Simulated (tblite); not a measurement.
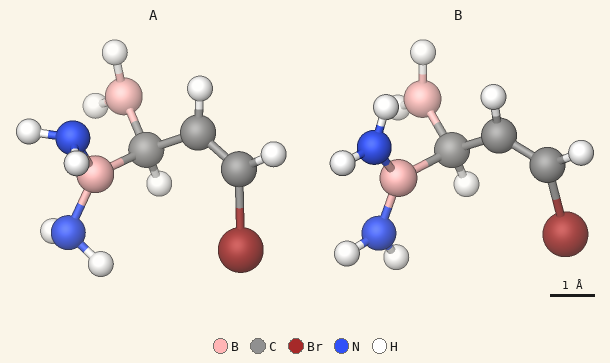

Two geometries of C$_{3}$H$_{9}$B$_{2}$BrN$_{2}$, drawn at one scale. One is the start of a relaxation, the other its converged end. A ball-and-stick model, seen at a tilt.

Computed with tblite, GFN2-xTB geometry optimisation, gas phase. 

Question: Which of the two is the end point?

Answer: Structure B is the relaxed one. The atom that moves furthest after the best rigid fit is an H atom (1.43 Å). By element the largest moves are H 1.43 Å, Br 0.80 Å, N 0.28 Å, B 0.19 Å, C 0.17 Å. Among the contacts that change: B–N 1.526 → 1.401 Å, B–C 1.596 → 1.639 Å, H–N 1.047 → 1.005 Å, B–C 1.591 → 1.553 Å. Among the angles between lasting bonds that change: B–N–H 107.0° → 123.5°, B–N–H 108.5° → 123.5°, B–C–B 109.9° → 102.5°. The energy falls by 44.6 kcal/mol in 122 geometry steps.
